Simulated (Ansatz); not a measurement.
# BaPbO3 (model cell, started as cubic perovskite with Pb in the octahedra): a soft mode frozen in, part 2 of 3

Which phase does BaPbO3 (model cell, started as cubic perovskite with Pb in the octahedra) fall into along its unstable mode, and how much energy does it gain?

Ansatz 0.2.0; DFT PBEsol, scalar-relativistic, plane waves, PAW; PAW set soft_1.

So far, highest frequency on the path or at a solved wavevector (cm⁻¹): step 2 (the dispersion) 660. Also lowest frequency on the path (cm⁻¹): step 2 -163.

The structure was built from a prototype and need not be the compound's stable phase.

## (4) The mode frozen in, largest atomic shift 0.45 Å

The atoms are moved along the unstable eigenvector, the largest shift by 0.45 Å, with the cell fixed.

Input file input.yaml:

```yaml
crystal:
  lattice:
    - [4.2810551391, 4.2810551391, 0.0]
    - [4.2810551391, 0.0, 4.2810551391]
    - [4.2810551391, 0.0, -4.2810551391]
  atoms:
    - { symbol: Ba, position: [0.0, 0.0, 1.0] }
    - { symbol: Ba, position: [0.0, 0.5, 0.5] }
    - { symbol: Pb, position: [0.5, 0.25, 0.75] }
    - { symbol: Pb, position: [0.5, 0.75, 0.25] }
    - { symbol: O, position: [0.5743270155, 0.4256729845, 0.4256729845] }
    - { symbol: O, position: [0.4256729845, 0.0743270155, 0.0743270155] }
    - { symbol: O, position: [0.0, -0.0371635077, 0.5371635077] }
    - { symbol: O, position: [0.0, 0.5371635077, -0.0371635077] }
    - { symbol: O, position: [0.5, -0.0371635077, 0.5371635077] }
    - { symbol: O, position: [0.5, 0.5371635077, -0.0371635077] }
kpoints:
  mp_grid: { grid: [8, 8, 8] }
hamiltonian:
  xc: pbesol
  pseudopotentials: { kind: paw, azcp: { folder: soft_1 }, xc_functional: pbe }
scf:
  occupations: { method: methfessel_paxton, width: 0.2 }
output:
  forces: true
  stress: true
  eigenvalues: true
```

Launch:

```sh
$ ansatz run input.yaml --threads 4 --pin off --max-ram 16384MiB --backend cpu --events-out ev --progress --plain --runs-dir out
```

Numbers of over 12 decimals in the logs are rounded to 6 here.

Output:

```text
[...]
Crystal: 10 atoms, lattice volume = 156.922 Å³
Basis set: ecut = 420 eV, 3119 PW (Γ), exchange–correlation on 90×90×90 points (8 copies of the dense FFT grid, shifted against one another)
Bands: 52, of which v1, the nominal top of the filled ones, is band 42 counted from 1 (41 counted from 0)
Symmetry: 8 space group operations
[...]
k-points: 95 of 512
[...]
k-point 0: bands = [... 38 lower, 8.5887, 8.7427, 8.7495, 8.9413, 9.1561, 13.7733, 13.9795, 14.0962, ... 5 higher]
  k-point 1: bands = [... 38 lower, 8.6059, 8.6251, 8.6412, 8.8758, 9.3115, 13.9402, 13.9867, 14.1595, ... 5 higher]
  k-point 2: bands = [... 38 lower, 8.4971, 8.5098, 8.5981, 8.7728, 9.7318, 13.3769, 14.5495, 14.5523, ... 5 higher]
  k-point 94: bands = [... 38 lower, 8.3243, 8.3243, 8.6459, 8.6459, 12.5124, 12.5124, 15.9201, 15.9201, ... 5 higher]
[key lines of the parts left out:]
SCF converged after 10 iterations
Free energy (F): -38607.273590 eV
Fermi energy:    8.950912 eV
P = ⅓ Tr σ = -0.1146 GPa (-1.146 kbar)
```

The job ended after 17 s (4 threads of Arm Neoverse V1, shared host; peak memory 0.89 GiB; 65 s of CPU time).

Numbers from this step:

```yaml
pressure: -0.1146 GPa
gap_on_the_k_mesh: 0.2148 eV
energy_from_the_undistorted_cell: -27.57 meV/atom
```

The energy, extrapolated to zero smearing, is -27.57 meV/atom against the undistorted cell.

The run ends at a pressure of -0.11 GPa, with forces up to 0.31 eV/Å.

## (5) Energy along the mode, all amplitudes (two of the runs are shown above)

An imaginary frequency means negative curvature, so the energy should fall and then rise again as anharmonic terms take over.

Numbers from this step:

```yaml
depth_at_the_lowest_point_sampled: 27.57 meV/atom
largest_atomic_shift_at_that_point: 0.45 Å
```

Energy from the parent against largest atomic shift:

| largest atomic shift (Å) | energy from the parent (meV/atom) |
| --- | --- |
| 0.000 | 0 |
| 0.040 | -0.468 |
| 0.080 | -1.85 |
| 0.140 | -5.44 |
| 0.220 | -12.3 |
| 0.320 | -21.4 |
| 0.450 | -27.6 |
| 0.600 | -11.9 |

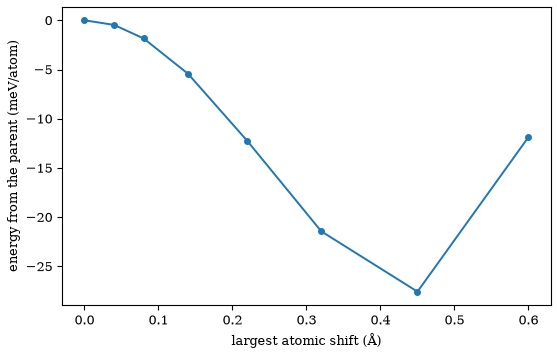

Energy from the parent against largest atomic shift.

Displacement at unit largest shift by atom:

| atom | x (Å) | y (Å) | z (Å) | size |
| --- | --- | --- | --- | --- |
| Ba1 | 0.000 | 0.000 | 0.000 | 0.000 |
| Ba2 | 0.000 | 0.000 | 0.000 | 0.000 |
| Pb3 | 0.000 | 0.000 | 0.000 | 0.000 |
| Pb4 | 0.000 | 0.000 | 0.000 | 0.000 |
| O5 | -0.707 | 0.707 | 0.000 | 1.000 |
| O6 | 0.707 | -0.707 | 0.000 | 1.000 |
| O7 | 0.000 | 0.000 | -0.707 | 0.707 |
| O8 | 0.000 | 0.000 | 0.707 | 0.707 |
| O9 | 0.000 | 0.000 | -0.707 | 0.707 |
| O10 | 0.000 | 0.000 | 0.707 | 0.707 |

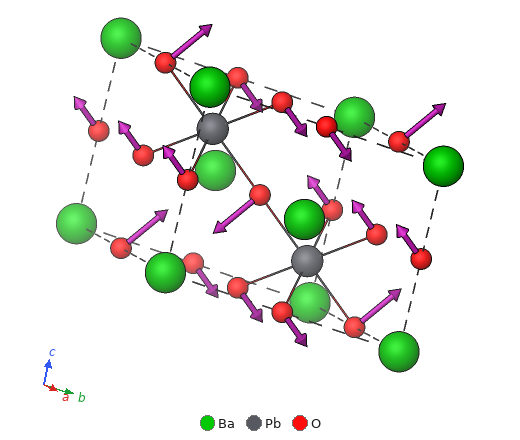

Displacement at unit largest shift as arrows, the longest 1.000 Å. Some periodic images of atoms are drawn too.

The lowest of the steps tried is at 0.45 Å, 27.6 meV/atom below the parent; the bottom of the well need not coincide with a step.

## (6) Relaxation from the frozen mode

Starting from the lowest point found, all atoms and the cell are let go, so that strain and other modes of the same symmetry can join in.

Changes to input.yaml since step 4:

```diff
@@ -27 +27,6 @@
   eigenvalues: true
+relax:
+  adjacent_minimum: "off"
+  f_tol: 0.002
+  max_steps: 120
+  cell: { stress_tol: 0.03 }
```

Output:

```text
[...]
Crystal: 10 atoms, lattice volume = 156.922 Å³
Basis set: ecut = 420 eV, 3119 PW (Γ), exchange–correlation on 90×90×90 points (8 copies of the dense FFT grid, shifted against one another)
Bands: 52, of which v1, the nominal top of the filled ones, is band 42 counted from 1 (41 counted from 0)
Symmetry: 8 space group operations
[...]
k-points: 95 of 512
[...]
SCF iter   1: F=—  HF=-38610.766992 eV  |F-HF|=—  |Δ(HF+E_count)|=         —  Δρ=5.95e-2  dr2=8.78e0  ethr=3.10e-3  ⟨swp⟩=14.5  Hψ=30374  notcnv=0
[...]
SCF iter  10: F=-38607.273590 eV  HF=-38607.273590 eV  |F-HF|=5.54e-9  |Δ(HF+E_count)|=   9.09e-9  S|Δr|=    0.00e0  Δρ=3.59e-6  dr2=4.47e-8  ethr=1.19e-10  ⟨swp⟩=19.8  Hψ=35370  notcnv=0
SCF 1 converged in 10 iterations: F = -38607.273590 eV  dr2 = 4.47e-8
[...]
relax step   1: F+E_penalty+E_count = -38607.27358980 eV  Δ(F+E_penalty+E_count) = +0.000e0 eV  max|allowed force component| = 2.176e-1 eV/Å  Δτ_max = 0.0000 Å  P = -0.115 GPa  Ω = 156.922 Å³  (10 SCF iters, dr2 threshold 1.00e-7 eV, accepted)
Crystal: 10 atoms, lattice volume = 155.549 Å³
Basis set: ecut = 420 eV, 3037 PW (Γ), exchange–correlation on 90×90×90 points (8 copies of the dense FFT grid, shifted against one another)
[...]
SCF iter   7: F=-38607.262848 eV  HF=-38607.262849 eV  |F-HF|=1.09e-7  |Δ(HF+E_count)|=   3.34e-6  S|Δr|=    0.00e0  Δρ=2.65e-5  dr2=9.22e-7  ethr=1.19e-9  ⟨swp⟩=11.1  Hψ=31005  notcnv=0
SCF 2 converged in 7 iterations: F = -38607.262848 eV  dr2 = 9.22e-7
relax step   2: F+E_penalty+E_count = -38607.26284841 eV  Δ(F+E_penalty+E_count) = +1.074e-2 eV  max|allowed force component| = 3.851e-1 eV/Å  Δτ_max = 0.1149 Å  P = +1.088 GPa  Ω = 155.549 Å³  energy of the carried Pulay correction = +2.874e-3 eV  (7 SCF iters, dr2 threshold 1.00e-6 eV, rejected (line search))
Crystal: 10 atoms, lattice volume = 156.863 Å³
Basis set: ecut = 420 eV, 3079 PW (Γ), exchange–correlation on 90×90×90 points (8 copies of the dense FFT grid, shifted against one another)
[...]
SCF iter  12: F=-38607.306327 eV  HF=-38607.306327 eV  |F-HF|=1.46e-11  |Δ(HF+E_count)|=  1.46e-11  S|Δr|=    0.00e0  Δρ=5.69e-8  dr2=4.29e-12  ethr=1.00e-12  ⟨swp⟩=10.7  Hψ=25670  notcnv=0
SCF 3 converged in 12 iterations: F = -38607.306327 eV  dr2 = 4.29e-12
relax step   3: F+E_penalty+E_count = -38607.30632697 eV  Δ(F+E_penalty+E_count) = -3.274e-2 eV  max|allowed force component| = 1.004e-1 eV/Å  Δτ_max = 0.0511 Å  P = -0.206 GPa  Ω = 156.863 Å³  energy of the carried Pulay correction = +1.229e-4 eV  (12 SCF iters, accepted)
[...]
relax step   4: F+E_penalty+E_count = -38607.31270416 eV  Δ(F+E_penalty+E_count) = -6.377e-3 eV  max|allowed force component| = 5.210e-2 eV/Å  Δτ_max = 0.0281 Å  P = -0.139 GPa  Ω = 156.872 Å³  energy of the carried Pulay correction = +1.040e-4 eV  (6 SCF iters, dr2 threshold 1.00e-6 eV, accepted)
[...]
relax step   5: F+E_penalty+E_count = -38607.31483521 eV  Δ(F+E_penalty+E_count) = -2.131e-3 eV  max|allowed force component| = 1.241e-2 eV/Å  Δτ_max = 0.0133 Å  P = +0.245 GPa  Ω = 156.340 Å³  energy of the carried Pulay correction = +1.213e-3 eV  (5 SCF iters, dr2 threshold 1.70e-7 eV, accepted)
[...]
relax step   6: F+E_penalty+E_count = -38607.31453746 eV  Δ(F+E_penalty+E_count) = +2.977e-4 eV  max|allowed force component| = 9.095e-3 eV/Å  Δτ_max = 0.0091 Å  P = -0.013 GPa  Ω = 156.673 Å³  energy of the carried Pulay correction = +5.185e-4 eV  (5 SCF iters, dr2 threshold 2.19e-7 eV, accepted)
[...]
relax step   7: F+E_penalty+E_count = -38607.31463844 eV  Δ(F+E_penalty+E_count) = -1.010e-4 eV  max|allowed force component| = 4.653e-4 eV/Å  Δτ_max = 0.0037 Å  P = -0.004 GPa  Ω = 156.669 Å³  energy of the carried Pulay correction = +5.269e-4 eV  (5 SCF iters, dr2 threshold 5.17e-9 eV, accepted)
[...]
relax step   8: F+E_penalty+E_count = -38607.31446501 eV  Δ(F+E_penalty+E_count) = +1.734e-4 eV  max|allowed force component| = 7.616e-4 eV/Å  Δτ_max = 0.0000 Å  P = -0.003 GPa  Ω = 156.669 Å³  stress off target by 4.03e-2 GPa  SCF on the basis re-selected at this cell (its energy is not comparable with the rows above)  (5 SCF iters)
[...]
relax step   9: F+E_penalty+E_count = -38607.31449547 eV  Δ(F+E_penalty+E_count) = -3.046e-5 eV  max|allowed force component| = 6.208e-5 eV/Å  Δτ_max = 0.0002 Å  P = +0.001 GPa  Ω = 156.659 Å³  energy of the carried Pulay correction = +1.901e-5 eV  (4 SCF iters, dr2 threshold 4.06e-9 eV, accepted)
[...]
SCF iter   4: F=-38607.314481 eV  HF=-38607.314481 eV  |F-HF|=1.78e-9  |Δ(HF+E_count)|=   2.58e-8  S|Δr|=    0.00e0  Δρ=5.04e-7  dr2=2.95e-11  ethr=1.00e-12  ⟨swp⟩=10.0  Hψ=28421  notcnv=0
SCF 10 converged in 4 iterations: F = -38607.314481 eV  dr2 = 2.95e-11
relax step  10: F+E_penalty+E_count = -38607.31448110 eV  Δ(F+E_penalty+E_count) = +1.437e-5 eV  max|allowed force component| = 4.604e-5 eV/Å  Δτ_max = 0.0000 Å  P = +0.000 GPa  Ω = 156.659 Å³  stress off target by 2.92e-3 GPa  SCF on the basis re-selected at this cell (its energy is not comparable with the rows above)  (4 SCF iters)
[...]
SCF converged after 4 iterations
[...]
Free energy (F): -38607.314481 eV
[...]
Internal energy: -38607.339272 eV  (E = F + TS)
E sigma→0 (E₀):  -38607.320679 eV
Entropy (-TS):   0.024791 eV (2.479 meV/atom)
Fermi energy:    8.966595 eV
[...]
--- Forces (eV/Å), atoms counted from 1 ---
  atom   1  Ba     0.00004604    -0.00004604    -0.00000000
  atom   2  Ba    -0.00004604     0.00004604     0.00000000
  atom   3  Pb     0.00000000     0.00000000     0.00000000
  atom   4  Pb     0.00000000    -0.00000000     0.00000000
  atom   5  O     -0.00003274     0.00003274    -0.00000000
  atom   6  O      0.00003274    -0.00003274     0.00000000
  atom   7  O      0.00000000     0.00000000     0.00000855
  atom   8  O      0.00000000    -0.00000000    -0.00000855
  atom   9  O      0.00000000     0.00000000     0.00000855
  atom  10  O      0.00000000    -0.00000000    -0.00000855
  max |Σ_I F_I| component: 0.00e0 eV/Å
--- Stress (GPa, compression-positive) ---
        0.000857      -0.002064      -0.000000
       -0.002064       0.000857       0.000000
       -0.000000       0.000000      -0.000583
  P = ⅓ Tr σ = 0.0004 GPa (0.004 kbar)
--- Band table (eV; the first three rows and the last of 95) ---
  k-point 0: bands = [... 38 lower, 8.5505, 8.6264, 8.7762, 8.9388, 9.2262, 13.6848, 14.0793, 14.1381, ... 6 higher]
  k-point 1: bands = [... 38 lower, 8.5647, 8.5926, 8.6530, 8.8795, 9.3766, 13.8994, 13.9870, 14.2226, ... 6 higher]
  k-point 2: bands = [... 38 lower, 8.5069, 8.5495, 8.5812, 8.7875, 9.7740, 13.3595, 14.4668, 14.5984, ... 6 higher]
  k-point 94: bands = [... 38 lower, 8.3349, 8.3349, 8.6747, 8.6747, 12.4258, 12.4258, 15.8091, 15.8091, ... 6 higher]
--- Relaxed structure (8 steps of the walk, 7 accepted, 2 SCFs on fresh bases) ---
  F+E_penalty+E_count = -38607.31448110 eV   max|allowed force component| = 4.604e-5 eV/Å   (the final SCF, on the basis selected at the relaxed cell)
  cell:  # Å, volume = 156.6591 Å³
    - [4.255170, 4.255170, 0.0]
    - [4.289311, -0.034142, 4.257730]
    - [4.289311, -0.034142, -4.257730]
  atoms:
    - { symbol: Ba, position: [0.00683775, -0.00683775, 0.993162] }
    - { symbol: Ba, position: [-0.00683775, 0.506838, 0.506838] }
    - { symbol: Pb, position: [0.5, 0.250000, 0.75] }
    - { symbol: Pb, position: [0.5, 0.75, 0.250000] }
    - { symbol: O, position: [0.574099, 0.425901, 0.425901] }
    - { symbol: O, position: [0.425901, 0.074099, 0.074099] }
    - { symbol: O, position: [8.673617379884035e-19, -0.042783, 0.542783] }
    - { symbol: O, position: [8.673617379884035e-19, 0.542783, -0.042783] }
    - { symbol: O, position: [0.5, -0.042783, 0.542783] }
    - { symbol: O, position: [0.5, 0.542783, -0.042783] }
```

Run time: 2.3 min. Hardware: 4 threads; peak memory 0.95 GiB.

The steps of the relaxation:

| step | energy less that of the first step (eV) | largest force component (eV/Å) | pressure (GPa) | volume (Å³) |
| --- | --- | --- | --- | --- |
| 1 | 0.0000 | 0.2176 | -0.11 | 156.92 |
| 2 | 0.0107 | 0.3851 | 1.09 | 155.55 |
| 3 | -0.0327 | 0.1004 | -0.21 | 156.86 |
| 4 | -0.0391 | 0.0521 | -0.14 | 156.87 |
| 5 | -0.0412 | 0.0124 | 0.24 | 156.34 |
| 6 | -0.0409 | 0.0091 | -0.01 | 156.67 |
| 7 | -0.0410 | 0.0005 | 0.00 | 156.67 |
| 8* | -0.0409 | 0.0008 | 0.00 | 156.67 |
| 9 | -0.0409 | 0.0001 | 0.00 | 156.66 |
| 10* | -0.0409 | 0.0000 | 0.00 | 156.66 |

Relaxation steps marked * repeat the geometry before them on a plane-wave basis chosen anew for their cell, so energy and pressure can jump there. Relaxation step 2 was tried and not accepted.

The run keeps the 8 symmetry operations that it works with, so distortions that break them were not tested.

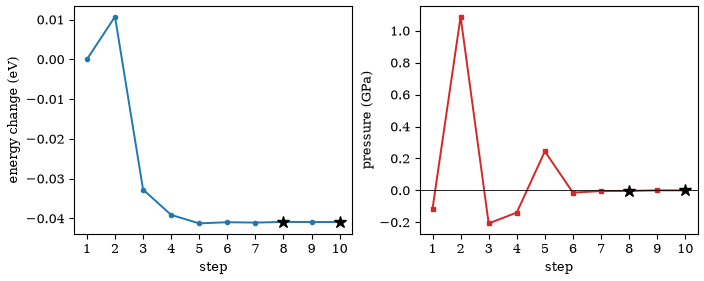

Energy and pressure along the relaxation. Stars mark steps on a basis chosen anew.

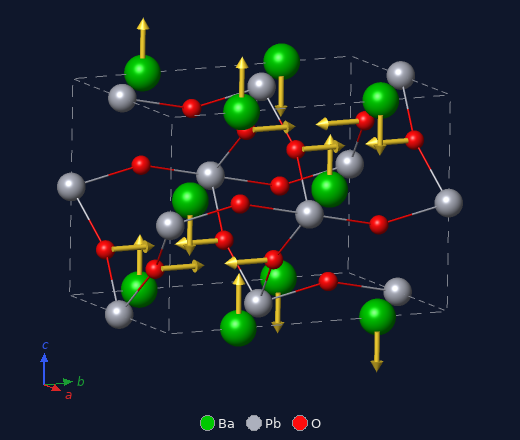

Displacements in the relaxation, exaggerated, measured against the changing cell; the longest in the cell stands for 0.05 Å. Some periodic images of atoms are drawn too.

| conventional cell, symmetrised | before | after | change |
| --- | --- | --- | --- |
| a (Å) | 6.054 | 6.018 | -0.6 % |
| b (Å) | 8.562 | 8.515 | -0.5 % |
| c (Å) | 6.054 | 6.114 | +1.0 % |
| volume (Å³/atom) | 15.69 | 15.67 | -0.2 % |

The atoms that moved most (Å, as changes of fractional coordinates times the final cell):

| atom | dx | dy | dz | length |
| --- | --- | --- | --- | --- |
| O10 | 0.000 | 0.000 | 0.048 | 0.048 |
| O8 | 0.000 | 0.000 | 0.048 | 0.048 |
| O9 | 0.000 | 0.000 | -0.048 | 0.048 |
| O7 | 0.000 | 0.000 | -0.048 | 0.048 |
| Ba2 | 0.030 | -0.030 | 0.000 | 0.042 |
| Ba1 | -0.030 | 0.030 | 0.000 | 0.042 |

This step gave:

```
pressure          : 3.77e-4 GPa
volume per atom   : 15.67 Å³
gap on the k-mesh : 0.2693 eV
```

The distorted start has space group Imma; the relaxation ends in Imma.

## (7) The new phase in its own primitive cell

The relaxed structure is symmetrised, reduced to its primitive cell and relaxed tightly, as its phonons need.

Input file input.yaml:

```yaml
crystal:
  lattice:
    - [-3.0088594273, 4.2577298447, 3.0571429116]
    - [3.0088594273, -4.2577298447, 3.0571429116]
    - [3.0088594273, 4.2577298447, -3.0571429116]
  atoms:
    - { symbol: Ba, position: [0.74316225, 0.99316225, 0.75] }
    - { symbol: Ba, position: [0.25683775, 0.00683775, 0.25] }
    - { symbol: Pb, position: [0.0, 0.5, 0.5] }
    - { symbol: Pb, position: [0.5, 0.5, 0.0] }
    - { symbol: O, position: [0.1759013225, 0.4259013225, 0.75] }
    - { symbol: O, position: [0.8240986775, 0.5740986775, 0.25] }
    - { symbol: O, position: [0.7072170255, 0.5, 0.7072170255] }
    - { symbol: O, position: [0.2927829745, 0.5, 0.2927829745] }
    - { symbol: O, position: [0.7072170255, 0.0, 0.2072170255] }
    - { symbol: O, position: [0.2927829745, 0.0, 0.7927829745] }
kpoints:
  mp_grid: { grid: [8, 8, 8] }
hamiltonian:
  xc: pbesol
  pseudopotentials: { kind: paw, azcp: { folder: soft_1 }, xc_functional: pbe }
scf:
  occupations: { method: fixed }
output:
  forces: true
  stress: true
  eigenvalues: true
relax:
  adjacent_minimum: "off"
  f_tol: 0.001
  max_steps: 60
  cell: { stress_tol: 0.01 }
```

Output:

```text
[...]
Crystal: 10 atoms, lattice volume = 156.659 Å³
Basis set: ecut = 420 eV, 3087 PW (Γ), exchange–correlation on 90×90×90 points (8 copies of the dense FFT grid, shifted against one another)
Bands: 52, of which v1, the nominal top of the filled ones, is band 42 counted from 1 (41 counted from 0)
Symmetry: 8 space group operations
[...]
k-points: 95 of 512
[...]
- { symbol: Pb, position: [0, 0.5, 0.5] }
    - { symbol: Pb, position: [0.500000, 0.500000, 0] }
    - { symbol: O, position: [0.175934, 0.425934, 0.75] }
    - { symbol: O, position: [0.824066, 0.574066, 0.25] }
    - { symbol: O, position: [0.707242, 0.500000, 0.707242] }
    - { symbol: O, position: [0.292758, 0.5, 0.292758] }
    - { symbol: O, position: [0.707242, 0.0, 0.207242] }
    - { symbol: O, position: [0.292758, 5.551115123125783e-17, 0.792758] }
[key lines of the parts left out:]
SCF converged after 5 iterations
Free energy (F): -38607.322806 eV
Fermi energy:    8.954088 eV
P = ⅓ Tr σ = -0.0009 GPa (-0.009 kbar)
```

Elapsed: 60 s, on 4 threads; peak memory 0.93 GiB; 3.9 min of CPU time.

Little changed from the start: no atom moved by 0.005 Å and no cell edge by 0.1 %.

Numbers from this step:

```
pressure           : -9.04e-4 GPa
gap on the k-mesh  : 0.2686 eV
direct gap on mesh : 0.2854 eV
```

The largest force component left is 0.72 meV/Å and the pressure is -0.001 GPa, within the tolerances set. The cell now holds 15.67 Å³/atom.

(Continued in part 3 of 3.)

[Logs are printed without paths, hosts, clocks, repeated set-up lines and the standing remarks that a program may print on its own settings, such as how far it seeks lower states.]

[Hosts, paths, dates, database ids (printed as entryN), source tags and the programs' standing remarks are cut or masked in the printed files.]
